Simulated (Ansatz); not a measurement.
The starting structures come from a database of crystals and need not be the phases stable at ambient conditions.

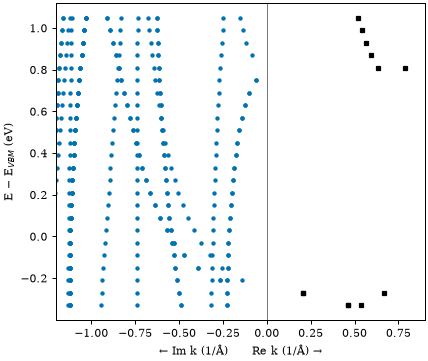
Fig. 1. Complex bands at the centre of the two-dimensional zone; Ansatz (a quantum-chemistry and plane-wave program) with r2SCAN

The gap is the functional's own. No spin-orbit coupling. Mid-gap values are interpolated on the energy grid.

This is Ca(BC)2 (I4/mcm, not sure to be the ambient phase, 10 atoms a cell, 10.6 Å³ an atom) along the normal of (001). Read off the slowest decay at the centre of the two-dimensional zone at 0.39 eV, the computed energy nearest the middle of the gap.

κ ≈ 0.18 1/Å, a decay length 1/(2κ) of the density of 2.8 Å.
